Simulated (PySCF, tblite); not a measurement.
# C6H6O3− (doublet): geometry, infrared bands and EPR parameters

What infrared bands and EPR parameters should C6H6O3− (doublet) (`COc1occc1[CH][O-]`) show?

The runs use tblite 0.8.0 and PySCF 2.14.0, with density-fitted response routines of our own; the level of theory stands in each step. All values are computed, except where a source is named. Atoms count from 0, in the outputs and in this text.

**1. The starting structure**

15 atoms, charge -1, multiplicity 2; geometry from: force field or distance geometry start.

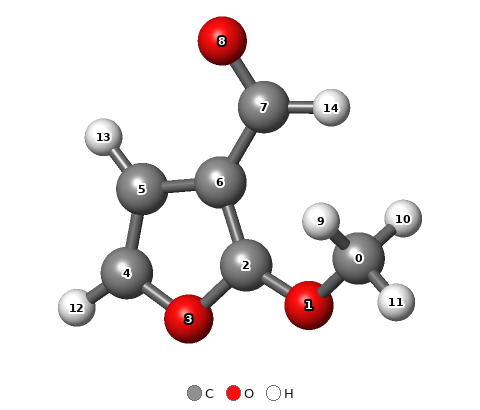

As it starts; carbon grey, oxygen red, hydrogen white, atoms numbered.

**2. Optimising the geometry with GFN2-xTB**

The job: settings as JSON, then the geometry in Å.

```
{"job": {"kind": "relax", "xc": "GFN2-xTB", "basis": "xTB"}, "charge": -1, "multiplicity": 2}
C     -1.942100    -1.108100     0.597000
O     -0.625200    -1.585200     0.540300
C      0.309900    -0.736700     0.108900
O      1.451700    -1.372500    -0.263100
C      2.308700    -0.447300    -0.724500
C      1.735900     0.799500    -0.676800
C      0.438800     0.636800    -0.119000
C     -0.501900     1.668400     0.185500
O     -0.385900     2.755900    -0.418200
H     -2.243000    -0.597000    -0.323500
H     -2.098800    -0.465600     1.470000
H     -2.618300    -1.970800     0.717800
H      3.261600    -0.813000    -1.056500
H      2.190200     1.736000    -0.979800
H     -1.286200     1.507800     0.920100
```

Run with:

```sh
> OMP_NUM_THREADS=1 python probes_run.py task.json out
```

The driver reads the jobs from task.json and runs them one after another.

Standard output:

```text
step      E/eV     max force
  0    -767.96193    2.745
  1    -768.12767    2.118
  2    -768.19509    0.776
  3    -768.23684    0.665
  4    -768.25702    0.408
  5    -768.26844    0.267
  6    -768.27548    0.287
  7    -768.28096    0.233
  8    -768.28539    0.238
  9    -768.29036    0.215
 10    -768.29592    0.197
 11    -768.30286    0.289
 12    -768.31033    0.295
 13    -768.31795    0.296
 14    -768.32490    0.229
 15    -768.33029    0.190
 16    -768.33514    0.180
 17    -768.33982    0.151
 18    -768.34362    0.127
 19    -768.34637    0.140
 20    -768.34825    0.113
 21    -768.34945    0.093
 22    -768.35022    0.069
 23    -768.35084    0.068
 24    -768.35154    0.073
 25    -768.35254    0.090
 26    -768.35372    0.113
 27    -768.35576    0.170
 28    -768.36002    0.220
 29    -768.36718    0.333
 30    -768.37680    0.374
 31    -768.40185    0.357
 32    -768.40991    0.486
 33    -768.38096    0.938
 34    -768.42316    0.235
 35    -768.42945    0.251
 36    -768.43987    0.347
 37    -768.44716    0.203
 38    -768.45248    0.189
 39    -768.46104    0.192
 40    -768.46721    0.163
 41    -768.47089    0.150
 42    -768.47318    0.211
 43    -768.47617    0.151
 44    -768.48348    0.138
 45    -768.48882    0.150
 46    -768.49522    0.151
 47    -768.49846    0.132
 48    -768.50122    0.120
 49    -768.50337    0.116
 50    -768.50500    0.097
 51    -768.50642    0.090
 52    -768.50752    0.081
 53    -768.50844    0.065
 54    -768.50896    0.062
 55    -768.50970    0.070
 56    -768.51065    0.075
 57    -768.51184    0.108
 58    -768.51292    0.084
 59    -768.51364    0.063
 60    -768.51412    0.058
 61    -768.51463    0.090
 62    -768.51518    0.099
 63    -768.51563    0.072
 64    -768.51595    0.047
 65    -768.51619    0.043
 66    -768.51635    0.031
 67    -768.51645    0.023
 68    -768.51652    0.022
 69    -768.51659    0.020
 70    -768.51666    0.020
 71    -768.51672    0.019
 72    -768.51679    0.020
 73    -768.51687    0.021
 74    -768.51696    0.021
 75    -768.51704    0.021
 76    -768.51711    0.022
 77    -768.51719    0.022
 78    -768.51736    0.031
 79    -768.51767    0.054
 80    -768.51821    0.068
 81    -768.51888    0.070
 82    -768.51953    0.070
 83    -768.52027    0.072
 84    -768.52084    0.100
 85    -768.52111    0.147
 86    -768.52211    0.081
 87    -768.52269    0.079
 88    -768.52404    0.099
 89    -768.52531    0.147
 90    -768.52854    0.218
 91    -768.53559    0.240
 92    -768.53905    0.519
 93    -768.54399    0.397
 94    -768.55327    0.164
 95    -768.55517    0.140
 96    -768.55912    0.129
 97    -768.56035    0.088
 98    -768.56111    0.108
 99    -768.56143    0.063
100    -768.56181    0.107
101    -768.56229    0.080
102    -768.56291    0.067
103    -768.56338    0.061
104    -768.56414    0.079
105    -768.56521    0.084
106    -768.56669    0.105
107    -768.56831    0.088
108    -768.56869    0.161
109    -768.57014    0.072
110    -768.57059    0.055
111    -768.57139    0.055
112    -768.57178    0.047
113    -768.57269    0.059
114    -768.57341    0.068
115    -768.57396    0.041
116    -768.57415    0.068
117    -768.57427    0.034
118    -768.57435    0.021
119    -768.57439    0.022
120    -768.57446    0.030
121    -768.57456    0.039
122    -768.57473    0.045
123    -768.57493    0.050
124    -768.57518    0.049
125    -768.57545    0.040
126    -768.57570    0.032
127    -768.57587    0.030
128    -768.57598    0.026
129    -768.57610    0.027
130    -768.57622    0.020
131    -768.57630    0.018
132    -768.57634    0.011
133    -768.57635    0.008
```

It took 1.4 s on 1 thread of Arm Neoverse N1, shared host; peak memory 0.18 GiB.

Along the way: (not every step is listed)

```tsv
step	energy from step 0 (eV)	largest force (eV/Å)
0	0.0000	2.7448
1	-0.1657	2.1178
2	-0.2332	0.7757
3	-0.2749	0.6654
4	-0.2951	0.4082
5	-0.3065	0.2673
6	-0.3135	0.2874
7	-0.3190	0.2332
8	-0.3235	0.2384
20	-0.3863	0.1127
32	-0.4480	0.4859
44	-0.5215	0.1378
56	-0.5487	0.0755
68	-0.5546	0.0220
80	-0.5563	0.0680
92	-0.5771	0.5195
104	-0.6022	0.0793
116	-0.6122	0.0684
128	-0.6140	0.0263
129	-0.6142	0.0266
130	-0.6143	0.0198
131	-0.6144	0.0176
132	-0.6144	0.0112
133	-0.6144	0.0077
```

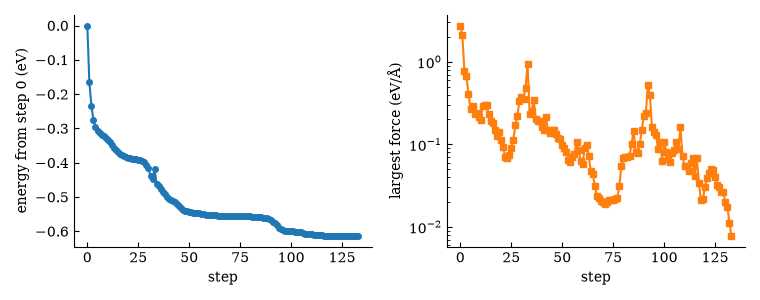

Energy and largest force along the relaxation.

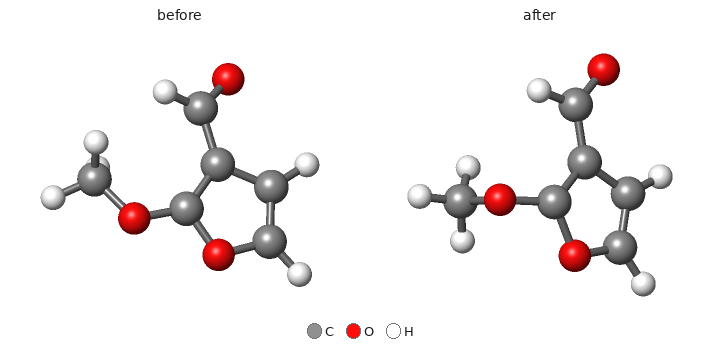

Before and after, at one scale.

Distances of close pairs at the start and the end, largest changes first:

```tsv
bond	before (Å)	after (Å)	change (Å)
C2–O3	1.359	1.419	+0.060
O1–C2	1.334	1.375	+0.041
C7–H14	1.087	1.116	+0.029
C2–C6	1.398	1.425	+0.027
C6–C7	1.429	1.404	-0.025
C4–C5	1.373	1.348	-0.025
C0–O1	1.402	1.425	+0.023
O3–C4	1.343	1.358	+0.015
```

The final coordinates are the input of the step that follows.

**3. Harmonic vibrations with GFN2-xTB**

The job: settings as JSON, then the geometry in Å.

```
{"job": {"kind": "ir", "xc": "GFN2-xTB", "basis": "xTB"}, "charge": -1, "multiplicity": 2}
C     -1.791350    -1.351022     0.331928
O     -0.696296    -1.135960     1.217896
C      0.382284    -0.503495     0.645622
O      1.254704    -1.338205    -0.099306
C      1.946856    -0.499328    -0.912852
C      1.536368     0.780566    -0.811757
C      0.466767     0.827276     0.143027
C     -0.281408     1.944518     0.545950
O     -0.175663     3.127742     0.124058
H     -1.509977    -2.035288    -0.477548
H     -2.122939    -0.402849    -0.103660
H     -2.597336    -1.791538     0.921017
H      2.725346    -0.952946    -1.503230
H      1.911493     1.622847    -1.361253
H     -1.053263     1.715673     1.318195
```

Standard output:

```text
mode    cm-1     km/mol
  1      76.6      7.51
  2     105.6      7.61
  3     143.9      1.84
  4     177.6     10.91
  5     178.6      7.35
  6     250.5      4.63
  7     349.2      2.59
  8     375.9      4.51
  9     535.2     21.09
 10     542.5     25.99
 11     576.7     20.32
 12     596.7     13.55
 13     725.8      2.66
 14     773.8      5.58
 15     789.3      3.07
 16     822.9      7.64
 17     846.1     68.48
 18     897.2     19.03
 19     985.1    172.18
 20    1045.9     95.18
 21    1096.8     51.16
 22    1107.5      3.95
 23    1134.0      2.44
 24    1164.4      7.94
 25    1236.5    148.96
 26    1336.0     88.70
 27    1366.1     19.13
 28    1383.0     33.75
 29    1406.2     15.59
 30    1471.2      0.95
 31    1489.1      0.37
 32    1563.6    123.99
 33    1620.0    498.01
 34    2631.9    336.83
 35    2899.3     65.29
 36    2932.1     40.83
 37    2971.0     82.70
 38    3086.0     88.08
 39    3145.3     59.76
```

Run time: 0.79 s. Hardware: 1 thread of Arm Neoverse N1, shared host; peak memory 0.18 GiB.

Which atoms move in the most intense modes:

```tsv
cm⁻¹	km/mol	atoms
985	172.2	C2 46 %, H12 16 %, O3 14 %
1046	95.2	H13 52 %, O3 23 %, C4 11 %
1236	149.0	H12 35 %, C4 19 %, C5 12 %, H13 12 %
1336	88.7	H14 26 %, C6 21 %, C2 20 %
1564	124.0	C4 47 %, C5 41 %
1620	498.0	C7 54 %, C6 22 %, O8 15 %
2632	336.8	H14 94 %
3086	88.1	H12 91 %
```

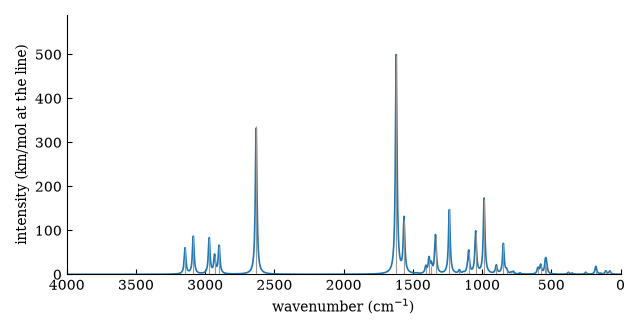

The infrared spectrum from these modes, unscaled. Lines are broadened to a width of 14 cm⁻¹ (Lorentzian).

**4. EPR parameters: B3LYP/pcH-1**

The job, as its differences from that of step 3:

```diff
@@ -1,2 +1,2 @@
-{"job": {"kind": "ir", "xc": "GFN2-xTB", "basis": "xTB"}, "charge": -1, "multiplicity": 2}
+{"job": {"kind": "epr", "basis": "pcH-1"}, "charge": -1, "multiplicity": 2}
 C     -1.791350    -1.351022     0.331928
```

With the program's defaults for keys left out, this is: UKS B3LYP, pcH-1 on C H O, non-relativistic, mean-field spin-orbit, GIAO.

Standard output:

```text
UKS, coarse grid
  cycle   1  E = -457.61971318  |g| = 8.15e-01
  cycle   2  E = -453.99179962  |g| = 2.18e+00
  cycle   3  E = -457.65469688  |g| = 6.73e-01
  cycle   4  E = -457.87210530  |g| = 1.83e-01
  cycle   5  E = -457.87674940  |g| = 1.72e-01
  cycle   6  E = -457.88968796  |g| = 4.76e-02
  cycle   7  E = -457.89068845  |g| = 1.96e-02
  cycle   8  E = -457.89085343  |g| = 7.73e-03
  cycle   9  E = -457.89089192  |g| = 3.97e-03
  cycle  10  E = -457.89090275  |g| = 2.25e-03
  cycle  11  E = -457.89090572  |g| = 5.22e-04
UKS, final grid
  cycle   1  E = -457.89087606  |g| = 8.21e-04
  cycle   2  E = -457.89087553  |g| = 1.45e-03
  cycle   3  E = -457.89087634  |g| = 1.87e-04
  cycle   4  E = -457.89087635  |g| = 4.29e-05
  cycle   5  E = -457.89087635  |g| = 3.33e-05
  cycle   6  E = -457.89087635  |g| = 1.30e-05
E = -457.89087635 Eh   <S^2> = 0.7682 (exact 0.7500)
g shifts (ppm)      1          2          3
  rmc          -235       -235       -235
  gc             -7         17         31
  oz_so         -19       2622       3024
  total        -261       2404       2820
hyperfine (MHz)  atom isotope    a_iso     a_fc   dipolar eigenvalues
    0   13C      41.10      41.10     -5.72     -4.96     10.68
    1   17O    -117.94    -117.94     -1.34     -0.64      1.98
    2   13C     174.64     174.64    -49.77    -47.96     97.73
    3   17O     -31.14     -31.14    -33.14     15.82     17.31
    4   13C      -3.89      -3.89    -10.17      3.98      6.18
    5   13C       2.61       2.61     -1.70     -0.57      2.26
    6   13C      -8.32      -8.32     -5.56     -2.59      8.15
    7   13C       8.59       8.59    -19.86    -16.36     36.23
    8   17O     -20.36     -20.36    -77.31     37.78     39.53
    9    1H      -4.23      -4.23     -3.21     -0.98      4.19
   10    1H      -4.80      -4.80     -4.68      1.75      2.93
   11    1H      -2.62      -2.62     -3.36     -1.46      4.82
   12    1H       3.38       3.38     -2.08     -0.28      2.35
   13    1H      -1.80      -1.80     -1.90     -0.76      2.66
   14    1H     -17.36     -17.36     -6.93     -3.06      9.99
```

It took 2.3 min on 1 thread of Arm Neoverse N1, shared host; peak memory 1 GiB.

Principal g values 2.00206, 2.00472, 2.00514; g(iso) = 2.00397, against 2.00232 for a free electron.

Mean a(iso) over the nuclei that a row names, and the largest dipolar term of the row (other rows stand at the frozen geometry):

```tsv
nuclei	isotope	a(iso) (MHz)	a(iso) (G, at g = 2.0023)	largest dipolar term (MHz)
C2	13C	174.6	62.3	97.7
O1	17O	-117.9	-42.1	2.0
C0	13C	41.1	14.7	10.7
O3	17O	-31.1	-11.1	-33.1
O8	17O	-20.4	-7.3	-77.3
H14	1H	-17.4	-6.2	10.0
C7	13C	8.6	3.1	36.2
C6	13C	-8.3	-3.0	8.1
C4	13C	-3.9	-1.4	-10.2
H9, H10, H11	1H	-3.9	-1.4	4.8
H12	1H	3.4	1.2	2.4
C5	13C	2.6	0.9	2.3
H13	1H	-1.8	-0.6	2.7
```

Mulliken spin populations:

C0 0.07; O1 -0.01; C2 0.51; O3 0.05; C4 -0.05; C5 0.03; C6 -0.01; C7 0.20; O8 0.22; H9 0.00; H10 0.00; H11 0.00; H12 0.00; H13 0.00; H14 -0.01

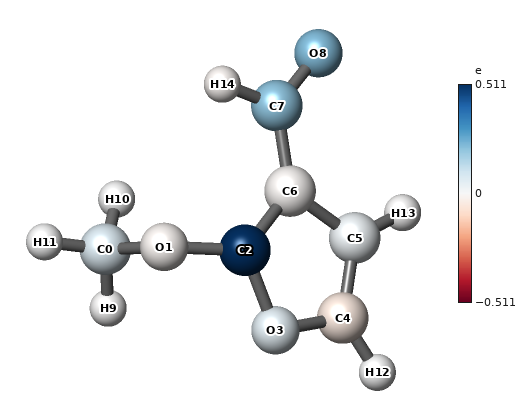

Mulliken spin populations, as colours on the atoms.

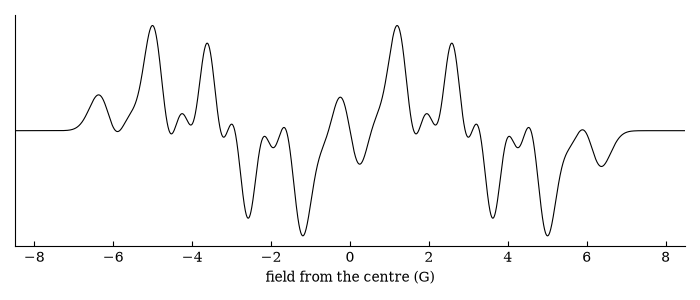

First-order isotropic spectrum (first derivative, main isotopes with spin only, couplings over 0.8 MHz, Gaussian width 0.3 G; couplings of the frozen geometry, rotation of groups not averaged beyond the rows shown).

Orbitals, density, ELF and potential are computed afterwards from the orbital file.

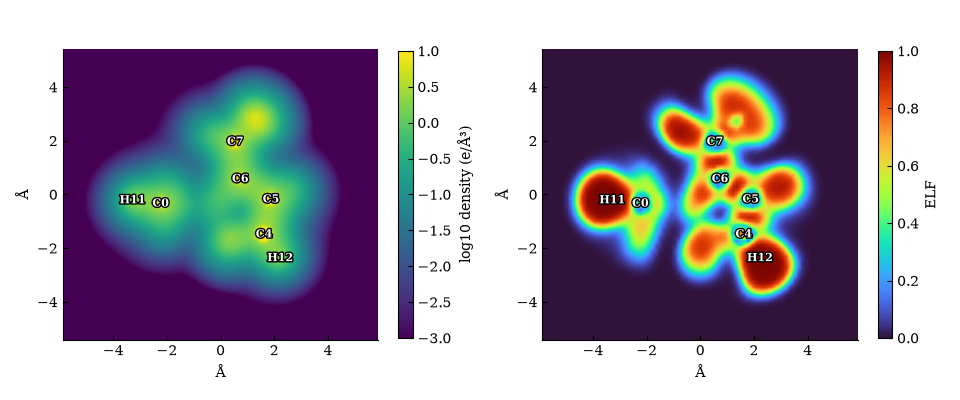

Density (left) and ELF (right) in a plane through or near 7 of the atoms.

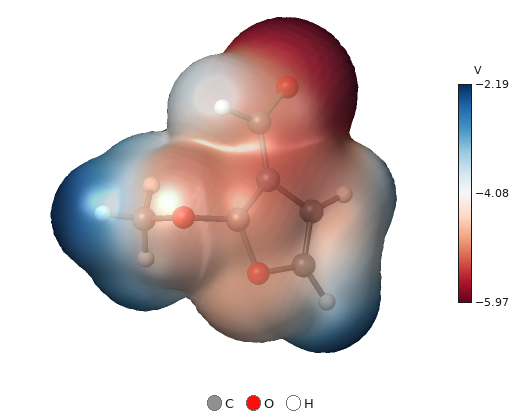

The potential that a unit positive charge feels on the 0.002 e/bohr³ surface, from -5.97 V near O8 to -2.19 V near H11.

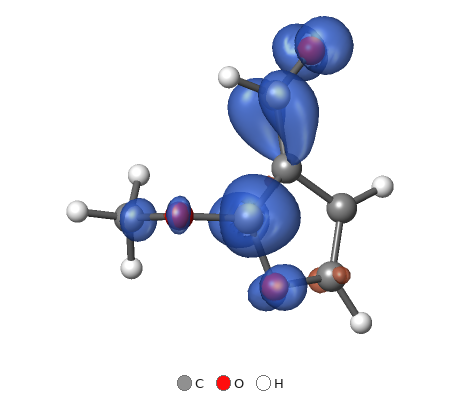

Spin density at ±0.04 e/Å³ (alpha excess blue, beta excess red).

**5. What came out**

```
                                 quantity                  value
strongest single infrared mode (GFN2-xTB)  1620 cm⁻¹, 498 km/mol
             zero-point energy (GFN2-xTB)          65.5 kcal/mol
                           g(iso) (B3LYP)                2.00397
                                     ⟨S²⟩     0.768 (exact 0.75)
       largest a(iso) (averaged by class)   13C on C2, 174.6 MHz
```

What this shows: Over 133 steps the energy fell by 0.614 eV; of the close pairs, C2–O3 changed most, 1.359 to 1.419 Å. All 39 modes are real, so the xTB geometry is a minimum. The strongest single mode, at 1620 cm⁻¹, moves mainly C7. GFN2-xTB is a fitted tight-binding method: band positions and strengths are rough. Its intensities can rank the bands wrongly. C2 carries the largest spin population, 0.51 e. The isotropic g lies 1.7 ppt above the free-electron value.
